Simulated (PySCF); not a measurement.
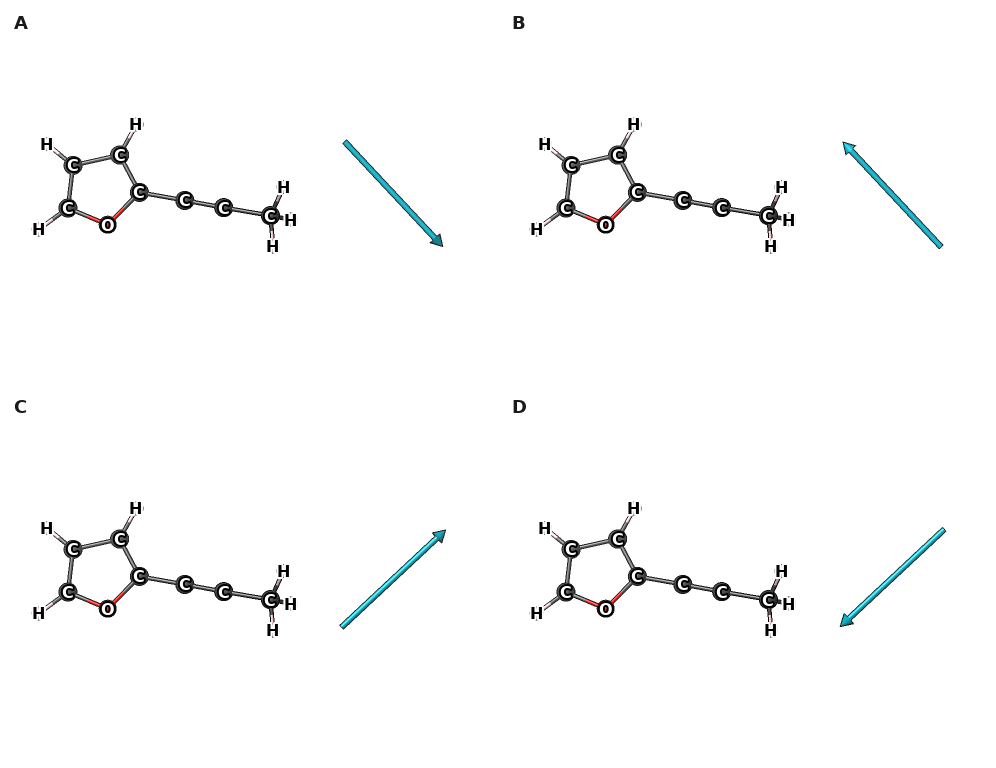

The same molecule four times, each with an arrow. The geometry was computed by an optimisation with GFN2-xTB. No frequency run is at hand to confirm it as a minimum. Level of theory: CAM-B3LYP/def2-SVPD, gas phase (PySCF 2.14.0).

> Which arrow points along the dipole moment, from the negative to the positive end?

C. The dipole moment is 0.80 D.
